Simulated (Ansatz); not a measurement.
# Run report: CH8OSn, geometry relaxation (part 2 of 2)

CH8OSn; RKS revPBE-D4/def2-mTZVP (Ansatz 0.2.0). The input holds or restrains some coordinates. Forces given for the steps count only the free coordinates. It belongs to a series of runs on one base structure; here: pulled along the bonds that form and break, towards end A.

Geometry of the input (Å):
```
Sn -0.5398  1.1802  0.0480
O  -0.0165  -0.5018  1.6743
H  -1.5747  1.2500  -1.3441
H  -1.4798  1.9417  1.2627
H  0.8767  2.1216  -0.1320
H  0.3254  -0.9229  0.5187
C  0.3894  -0.9547  -0.8769
H  0.5176  -0.5883  2.4628
H  1.1934  -1.6662  -0.6760
H  0.7748  -0.3460  -1.6950
H  -0.4664  -1.5136  -1.2425
```

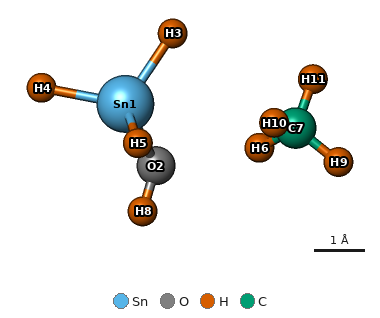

Figure 1. The geometry at step 12 of the log (ball-and-stick view, seen at a tilt; atoms are numbered from 1 in the order of the input).

Trajectory as extended XYZ, continued:
```
11
Properties=species:S:1:pos:R:3:forces:R:3 step=4 energy=-9045.35022
Sn   -0.5915    1.4116    0.4123    1.5325  -1.8243  -1.7954
O    -0.2593   -0.1003    1.8606    0.3147  -0.4019   0.5960
H    -1.5243    1.2203   -1.2549    0.6856  -0.3081   1.3262
H    -1.6175    2.0480    1.4093   -1.7778   1.4781   1.6768
H     0.8817    2.1271   -0.1245    0.0775   0.1010   0.2134
H     0.4199   -1.0551    0.0092   -0.8363   1.4769   1.2238
C     0.5310   -1.2999   -1.0230   -1.3859   3.3444  -0.6958
H     0.5065   -0.5103    2.3956   -0.9687   1.2538  -1.6302
H     1.3441   -1.8598   -0.7533    2.2905  -2.8031  -1.0815
H     0.7815   -0.3806   -1.6484    0.0624  -1.0608   0.7562
H    -0.4719   -1.6009   -1.2828    0.0055  -1.2561  -0.5894
11
Properties=species:S:1:pos:R:3:forces:R:3 step=5 energy=-9046.49408
Sn   -0.6179    1.4674    0.4744    0.6058  -0.7486  -0.5182
O    -0.3460   -0.0221    1.8681    0.7892  -0.6772   0.6323
H    -1.4436    1.1692   -1.0869    0.2216  -0.2995   0.6113
H    -1.7194    2.1801    1.4851   -0.5381   0.8153   0.4709
H     0.8838    2.1447   -0.0714   -0.0343   0.1155   0.3094
H     0.4109   -1.0229   -0.0170   -0.3974   0.5221   0.7182
C     0.5547   -1.3541   -1.0314   -0.4342   2.1570  -0.2022
H     0.5033   -0.4279    2.2504   -1.1848   1.0809  -1.2225
H     1.3927   -1.9885   -0.8745    0.6880  -1.3197  -0.8336
H     0.8102   -0.4452   -1.6487    0.0613  -0.8406   0.3506
H    -0.4287   -1.7007   -1.3479    0.2230  -0.8052  -0.3162
11
Properties=species:S:1:pos:R:3:forces:R:3 step=6 energy=-9047.05469
Sn   -0.6429    1.4835    0.5166    0.0512  -0.1189   0.2044
O    -0.4195   -0.0340    1.8680    1.1938  -0.4214   0.3000
H    -1.4316    1.0410   -0.9706    0.0318  -0.1710   0.2068
H    -1.7326    2.3740    1.4966   -0.0006   0.3059  -0.0448
H     0.8758    2.1947    0.0579   -0.0749   0.0050   0.2003
H     0.3982   -1.0263   -0.0029   -0.0938  -0.0133   0.2029
C     0.5699   -1.3625   -1.0247    0.0830   0.6750  -0.3759
H     0.5151   -0.3361    2.1085   -1.3424   0.6891  -0.6145
H     1.3978   -2.0760   -0.9921   -0.0535  -0.2478  -0.2797
H     0.8469   -0.4840   -1.6551   -0.0311  -0.4752   0.2411
H    -0.3769   -1.7744   -1.4023    0.2363  -0.2275  -0.0406
11
Properties=species:S:1:pos:R:3:forces:R:3 step=7 energy=-9047.19899
Sn   -0.6719    1.4705    0.5444   -0.1237   0.1167   0.2796
O    -0.4379   -0.0741    1.8593    1.2692  -0.0251   0.1599
H    -1.4528    0.8966   -0.8883    0.0144  -0.0100   0.1130
H    -1.7011    2.5505    1.4279    0.0473  -0.0152  -0.0817
H     0.8617    2.1961    0.1809   -0.0311  -0.0737   0.0306
H     0.3833   -1.1131    0.0170   -0.0050  -0.0569  -0.0008
C     0.5750   -1.3569   -1.0322    0.1818  -0.0876  -0.4645
H     0.5380   -0.2288    2.0572   -1.3160   0.2828  -0.2665
H     1.3847   -2.1045   -1.0909   -0.1031   0.1198  -0.0285
H     0.8667   -0.4533   -1.6093   -0.0826  -0.3329   0.2230
H    -0.3454   -1.7830   -1.4660    0.1489   0.0820   0.0358
11
Properties=species:S:1:pos:R:3:forces:R:3 step=8 energy=-9047.19716 accepted=F
Sn   -0.6745    1.4606    0.5335   -0.0770   0.0251   0.2718
O    -0.3981   -0.0843    1.8388    1.6463   0.2143   0.4660
H    -1.4757    0.8421   -0.8593   -0.0041  -0.0070   0.0350
H    -1.7007    2.5636    1.3827    0.0235   0.0400  -0.0180
H     0.8730    2.1504    0.1734   -0.0356  -0.0167  -0.0113
H     0.3233   -1.2840    0.0343    0.0415   0.0070  -0.1593
C     0.5623   -1.3672   -1.0361    0.0918   0.0233  -0.5154
H     0.5705   -0.0702    2.1568   -1.6995  -0.0150  -0.5314
H     1.3704   -2.1067   -1.1798   -0.0903   0.1619   0.0230
H     0.8863   -0.3825   -1.4623   -0.1725  -0.6127   0.2779
H    -0.3366   -1.7218   -1.5821    0.2760   0.1798   0.1618
11
Properties=species:S:1:pos:R:3:forces:R:3 step=9 energy=-9047.23458
Sn   -0.6846    1.4666    0.5507   -0.0463  -0.0213   0.2541
O    -0.4313   -0.0796    1.8590    0.4786   0.1505   0.0477
H    -1.4949    0.8331   -0.8318   -0.0312   0.0267   0.0360
H    -1.6772    2.5986    1.4033    0.0372  -0.0033  -0.0316
H     0.8709    2.1139    0.1505   -0.0299  -0.0026   0.0133
H     0.3556   -1.1446    0.0136   -0.0406  -0.0194   0.1803
C     0.5795   -1.3425   -1.0331    0.1636  -0.1531  -0.5488
H     0.5277   -0.1943    2.0671   -0.5485   0.1223  -0.0918
H     1.3866   -2.0872   -1.1022   -0.0274   0.0413  -0.0174
H     0.8919   -0.4214   -1.5585   -0.0426  -0.1865   0.1319
H    -0.3240   -1.7428   -1.5187    0.0871   0.0453   0.0263
11
Properties=species:S:1:pos:R:3:forces:R:3 step=10 energy=-9047.24793
Sn   -0.6768    1.4561    0.5515   -0.0955   0.0217   0.2500
O    -0.4218   -0.0956    1.8518    0.1523   0.2218  -0.0330
H    -1.5381    0.8279   -0.8002   -0.0151   0.0116   0.0257
H    -1.6307    2.6181    1.4094    0.0310   0.0022  -0.0178
H     0.8759    2.0879    0.1198   -0.0174  -0.0180   0.0064
H     0.2808   -1.1871   -0.0120   -0.0657  -0.0158   0.2881
C     0.5740   -1.3463   -1.0453    0.2076  -0.2491  -0.5667
H     0.5155   -0.1321    2.1362   -0.1976   0.0213  -0.0238
H     1.4165   -2.0519   -1.0872   -0.0058   0.0180   0.0108
H     0.8789   -0.4033   -1.5244   -0.0216  -0.0631   0.0498
H    -0.2741   -1.7738   -1.5996    0.0278   0.0494   0.0104
11
Properties=species:S:1:pos:R:3:forces:R:3 step=11 energy=-9047.25594
Sn   -0.6856    1.4394    0.5494   -0.0628   0.0146   0.2490
O    -0.4199   -0.1212    1.8374    0.3739   0.2634   0.1094
H    -1.5913    0.7998   -0.7650   -0.0185   0.0117   0.0268
H    -1.5865    2.6413    1.4144    0.0292  -0.0118  -0.0230
H     0.8683    2.0351    0.0728   -0.0223  -0.0054   0.0046
H     0.2910   -1.2033   -0.0300   -0.0696  -0.0227   0.3526
C     0.5867   -1.3431   -1.0637    0.1721  -0.2967  -0.5960
H     0.4708   -0.0527    2.2554   -0.4388  -0.0242  -0.1710
H     1.4139   -2.0653   -1.1191   -0.0099   0.0048   0.0158
H     0.9183   -0.3974   -1.5117    0.0087   0.0305   0.0036
H    -0.2656   -1.7326   -1.6401    0.0379   0.0358   0.0283
11
Properties=species:S:1:pos:R:3:forces:R:3 step=12 energy=-9047.27153
Sn   -0.6889    1.4199    0.5407   -0.0605  -0.0181   0.2678
O    -0.3984   -0.1492    1.8131    0.0422   0.2722  -0.0152
H    -1.6680    0.7718   -0.7112   -0.0086  -0.0041   0.0040
H    -1.5231    2.6584    1.4212    0.0156  -0.0052  -0.0006
H     0.8494    1.9894   -0.0040    0.0040   0.0052  -0.0127
H     0.3385   -1.2376   -0.0400   -0.0557  -0.0164   0.3656
C     0.6100   -1.3411   -1.0844    0.2004  -0.2166  -0.5248
H     0.3634    0.0353    2.3993   -0.1221  -0.0185  -0.0509
H     1.4031   -2.0953   -1.1834   -0.0010  -0.0043  -0.0062
H     0.9794   -0.3893   -1.4890    0.0087   0.0095   0.0014
H    -0.2655   -1.6624   -1.6623   -0.0230  -0.0038  -0.0283
11
Properties=species:S:1:pos:R:3:forces:R:3 step=13 energy=-9047.24987 accepted=F
Sn   -0.6854    1.4052    0.5310   -0.0803  -0.0246   0.2388
O    -0.3732   -0.1711    1.7899    0.9429   0.7235   1.1137
H    -1.7184    0.7447   -0.6722    0.0172   0.0230   0.0049
H    -1.4675    2.6634    1.4356    0.0162  -0.0227  -0.0077
H     0.8361    1.9654   -0.0714   -0.0125  -0.0043  -0.0142
H     0.3889   -1.2729   -0.0471   -0.0486  -0.0262   0.3146
C     0.6280   -1.3423   -1.1036    0.2021  -0.1863  -0.4953
H     0.2485    0.1198    2.5375   -1.0051  -0.4761  -1.1500
H     1.3945   -2.1187   -1.2509   -0.0454   0.0472  -0.0166
H     1.0204   -0.3841   -1.4745    0.0027  -0.0515   0.0082
H    -0.2717   -1.6093   -1.6743    0.0108  -0.0021   0.0037
11
Properties=species:S:1:pos:R:3:forces:R:3 step=14 energy=-9047.27886
Sn   -0.6918    1.4136    0.5306   -0.0466  -0.0286   0.2626
O    -0.3915   -0.1591    1.7972   -0.0011   0.2765  -0.0689
H    -1.7054    0.7626   -0.6936    0.0050   0.0104   0.0196
H    -1.4820    2.6621    1.4385   -0.0002  -0.0085  -0.0123
H     0.8320    1.9852   -0.0587   -0.0143  -0.0199  -0.0009
H     0.3858   -1.2739   -0.0297   -0.0595  -0.0182   0.3126
C     0.6253   -1.3433   -1.0860    0.1651  -0.2140  -0.5236
H     0.2935    0.0701    2.4557   -0.0641  -0.0118  -0.0082
H     1.3960   -2.1135   -1.2354   -0.0174   0.0147  -0.0110
H     1.0107   -0.3854   -1.4615    0.0116  -0.0081   0.0056
H    -0.2727   -1.6184   -1.6572    0.0217   0.0075   0.0243
11
Properties=species:S:1:pos:R:3:forces:R:3 step=15 energy=-9047.28157
Sn   -0.6876    1.4073    0.5320   -0.0422  -0.0513   0.2248
O    -0.3606   -0.1675    1.7895    0.2071   0.3937   0.2460
H    -1.7262    0.7630   -0.6732    0.0057  -0.0178   0.0007
H    -1.4788    2.6592    1.4331    0.0307   0.0010   0.0179
H     0.8300    1.9574   -0.0911   -0.0228   0.0122   0.0119
H     0.4152   -1.2857   -0.0331   -0.0466  -0.0276   0.2931
C     0.6339   -1.3422   -1.0952    0.1464  -0.2201  -0.5361
H     0.2341    0.1087    2.5258   -0.2956  -0.1233  -0.3126
H     1.3849   -2.1275   -1.2723   -0.0442   0.0428  -0.0002
H     1.0357   -0.3858   -1.4588    0.0039  -0.0267   0.0061
H    -0.2805   -1.5869   -1.6567    0.0577   0.0170   0.0484
11
Properties=species:S:1:pos:R:3:forces:R:3 step=16 energy=-9047.29169
Sn   -0.6798    1.4008    0.5235   -0.0414  -0.0526   0.2523
O    -0.3009   -0.1646    1.7761   -0.0354   0.2620  -0.0381
H    -1.7271    0.7352   -0.6628    0.0042   0.0023   0.0054
H    -1.4583    2.6367    1.4572    0.0065  -0.0002   0.0041
H     0.8094    1.9883   -0.1274    0.0035  -0.0006  -0.0083
H     0.4747   -1.2974   -0.0360   -0.0406  -0.0185   0.3571
C     0.6440   -1.3461   -1.1056    0.1402  -0.1981  -0.5239
H     0.1132    0.1537    2.6022   -0.0496  -0.0092  -0.0406
H     1.3412   -2.1658   -1.3256    0.0045  -0.0255  -0.0108
H     1.0858   -0.4104   -1.4707    0.0147   0.0410  -0.0055
H    -0.3022   -1.5304   -1.6310   -0.0067  -0.0006   0.0084
11
Properties=species:S:1:pos:R:3:forces:R:3 step=17 energy=-9047.25198 accepted=F
Sn   -0.6631    1.3919    0.5237   -0.0245  -0.0481   0.1794
O    -0.2101   -0.1621    1.7684    0.2269   0.9409   1.6452
H    -1.7316    0.7249   -0.6425   -0.0201  -0.0139  -0.0204
H    -1.4515    2.6115    1.4716    0.0416  -0.0031   0.0161
H     0.7974    1.9865   -0.1871   -0.0221   0.0087   0.0316
H     0.5421   -1.3122   -0.0416   -0.0146  -0.0437   0.3164
C     0.6561   -1.3475   -1.1203    0.1044  -0.2324  -0.5336
H    -0.0448    0.2062    2.7075   -0.3081  -0.6922  -1.6957
H     1.3002   -2.1991   -1.3912   -0.0593   0.0522   0.0255
H     1.1304   -0.4270   -1.4856   -0.0049   0.0177  -0.0104
H    -0.3251   -1.4730   -1.6028    0.0808   0.0140   0.0458
11
Properties=species:S:1:pos:R:3:forces:R:3 step=18 energy=-9047.29386
Sn   -0.6913    1.3913    0.5171    0.0291  -0.0317   0.2799
O    -0.2780   -0.1650    1.7716    0.0003   0.3147   0.1003
H    -1.7500    0.7286   -0.6605   -0.0093   0.0051   0.0171
H    -1.4347    2.6295    1.4769   -0.0219  -0.0112  -0.0150
H     0.7895    1.9809   -0.1520   -0.0049  -0.0057  -0.0208
H     0.5206   -1.2920   -0.0340   -0.0178  -0.0315   0.3405
C     0.6582   -1.3441   -1.1086    0.1271  -0.2012  -0.5422
H     0.0536    0.1753    2.6300   -0.1019  -0.0742  -0.1946
H     1.3114   -2.1957   -1.3524   -0.0382   0.0324   0.0106
H     1.1324   -0.4255   -1.4808   -0.0058  -0.0021   0.0016
H    -0.3117   -1.4833   -1.6073    0.0435   0.0054   0.0226
11
Properties=species:S:1:pos:R:3:forces:R:3 step=19 energy=-9047.29071 accepted=F
Sn   -0.6665    1.3940    0.5195   -0.1205  -0.0748   0.2065
O    -0.2460   -0.1675    1.7660    0.0970   0.5134   0.4927
H    -1.7688    0.7311   -0.6190    0.0153  -0.0032  -0.0333
H    -1.4433    2.6138    1.4780    0.0643   0.0110   0.0078
H     0.7873    1.9815   -0.2109   -0.0215  -0.0105   0.0432
H     0.5712   -1.2929   -0.0325   -0.0009  -0.0549   0.3026
C     0.6716   -1.3427   -1.1125    0.0969  -0.2290  -0.5761
H    -0.0366    0.1813    2.6686   -0.1407  -0.2435  -0.5568
H     1.2811   -2.2218   -1.3862   -0.0959   0.1300   0.0494
H     1.1727   -0.4389   -1.4910   -0.0359  -0.0568   0.0041
H    -0.3225   -1.4378   -1.5800    0.1420   0.0183   0.0599
11
Properties=species:S:1:pos:R:3:forces:R:3 step=20 energy=-9047.29674
Sn   -0.6830    1.3917    0.5172    0.0012  -0.0554   0.2622
O    -0.2504   -0.1610    1.7694   -0.0483   0.2824  -0.0037
H    -1.7578    0.7243   -0.6436   -0.0060   0.0046   0.0048
H    -1.4289    2.6262    1.4790   -0.0069  -0.0034  -0.0036
H     0.7853    1.9799   -0.1779   -0.0009  -0.0001  -0.0113
H     0.5276   -1.3033   -0.0356   -0.0131  -0.0340   0.3456
C     0.6617   -1.3444   -1.1109    0.1152  -0.1754  -0.5157
H     0.0085    0.1805    2.6488   -0.0461  -0.0335  -0.0847
H     1.3048   -2.1990   -1.3659   -0.0147   0.0109   0.0032
H     1.1428   -0.4259   -1.4733    0.0014   0.0010  -0.0035
H    -0.3105   -1.4688   -1.6071    0.0181   0.0028   0.0066
```
